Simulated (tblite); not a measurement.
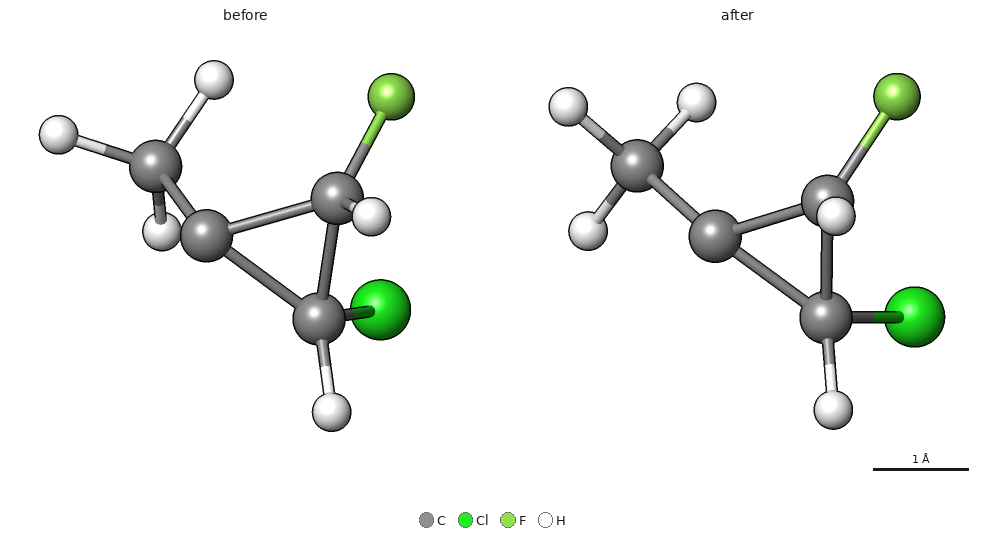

The structure of C4H5ClF (multiplicity 2) before (left) and after (right) a relaxation, at one scale.

Style: ball-and-stick. Shown from a free direction.

Computed with GFN2-xTB geometry optimisation, gas phase (tblite). 

Question: What changed between the two?

Answer: After 70 geometry steps the energy has fallen by 13.5 kcal/mol. The largest move after the best rigid fit is that of an H atom, 0.72 Å. Largest moves by element: H 0.72 Å, Cl 0.45 Å, C 0.35 Å, F 0.34 Å. Some distances before and after: C–C 1.540 → 1.467 Å, C–C 1.520 → 1.453 Å, C–C 1.497 → 1.461 Å, C–H 1.115 → 1.088 Å. Among the angles between lasting bonds that change: C–C–C 110.1° → 133.1°, C–C–C 115.5° → 132.4°, Cl–C–C 113.9° → 120.2°. Groups turn about C–C by about 40°. Cost: 0.26 s on 1 thread of Arm Neoverse V2, with other jobs on the host.
